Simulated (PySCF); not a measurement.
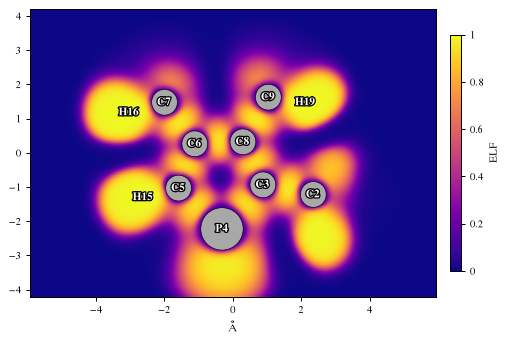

C$_{8}$H$_{12}$P (SMILES CCc1[p-]cc(C)c1C) (charge −1). ELF on the plane of atoms C3, P4 and C5. Grey discs cover the atomic cores.

Geometry: GFN2-xTB.

The calculation used PySCF, PBE0/pcSseg-1, SCF density, gas phase, non-relativistic.

```yaml
atoms:
  - { symbol: C, position_ang: [2.8632, 0.0548, -0.4164] }
  - { symbol: C, position_ang: [2.0133, 0.6014, 0.7332] }
  - { symbol: C, position_ang: [0.6864, -0.0950, 0.8323] }
  - { symbol: P, position_ang: [0.4061, -1.4101, 1.9662] }
  - { symbol: C, position_ang: [-1.2177, -1.5744, 1.3559] }
  - { symbol: C, position_ang: [-1.5129, -0.6772, 0.3524] }
  - { symbol: C, position_ang: [-2.8399, -0.6101, -0.3454] }
  - { symbol: C, position_ang: [-0.4273, 0.1702, 0.0510] }
  - { symbol: C, position_ang: [-0.5169, 1.2360, -1.0032] }
  - { symbol: H, position_ang: [3.8351, 0.5529, -0.4638] }
  - { symbol: H, position_ang: [3.0226, -1.0120, -0.2726] }
  - { symbol: H, position_ang: [2.3520, 0.1957, -1.3671] }
  - { symbol: H, position_ang: [1.8748, 1.6821, 0.5949] }
  - { symbol: H, position_ang: [2.5590, 0.4545, 1.6698] }
  - { symbol: H, position_ang: [-1.9095, -2.3141, 1.7385] }
  - { symbol: H, position_ang: [-3.5192, -1.3619, 0.0579] }
  - { symbol: H, position_ang: [-2.7307, -0.7884, -1.4198] }
  - { symbol: H, position_ang: [-3.3062, 0.3727, -0.2216] }
  - { symbol: H, position_ang: [0.3660, 1.8736, -1.0022] }
  - { symbol: H, position_ang: [-0.6139, 0.7958, -2.0013] }
  - { symbol: H, position_ang: [-1.3930, 1.8706, -0.8392] }
```

Q: Interpret the plot.

A: Atoms in the plane: C, P and H. C–C (1.38 Å): the ELF peaks at about 0.95 between the atoms; a covalent bond. C–P (1.74 Å): the ELF peaks at about 0.95 between the atoms, as expected for a covalent bond. C–H (1.08 Å): the ELF climbs to about 1 towards the hydrogen, as it does in any bond to H; an ordinary covalent bond to hydrogen. C–C (1.50 Å): the ELF peaks at about 0.95 between the atoms (a shared electron pair). The ELF also peaks beside P4, away from the bonds: lone-pair regions.
